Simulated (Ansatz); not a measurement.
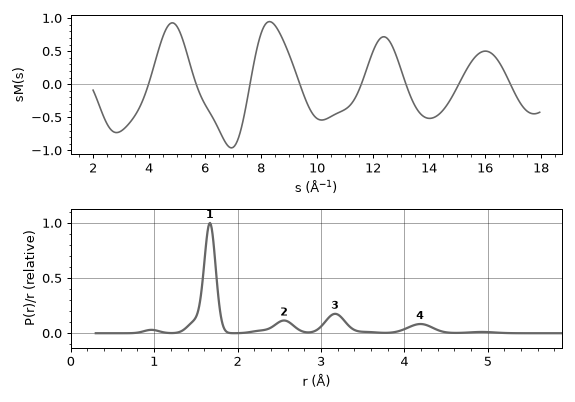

Simulated gas electron diffraction: reduced molecular intensity sM(s) from the Debye equation in the first Born approximation (top) and the radial distribution curve (bottom) of H4O2Si2. Each pair of atoms contributes with weight ZᵢZⱼ/r; damping constant 0.001 Å²; vibrational amplitudes assumed, not computed: 0.05 Å for bonds, 0.078 Å for bonds to H, 0.06 + 0.015 r up to 0.15 Å for other pairs. The geometry is the end point of an optimisation (RKS PBE0-D4/def2-SVP (Ansatz 0.2.0)); it may be a saddle point or a higher isomer.

Q: Read the positions of the numbered peaks and name the main pairs (– for bonds).

A: Peak 1, 1.67 Å: Si–H 1.49 Å (×3), Si–O 1.66–1.68 Å (×3), not resolved
Peak 2, 2.56 Å: O···H 2.51–2.60 Å (×4), O···O 2.56 Å, not resolved; in its flanks Si···H 2.27 Å
Peak 3, 3.17 Å: Si···Si 3.17 Å
Peak 4, 4.19 Å: Si···H 4.07–4.09 Å (×3), Si···O 4.22 Å, not resolved
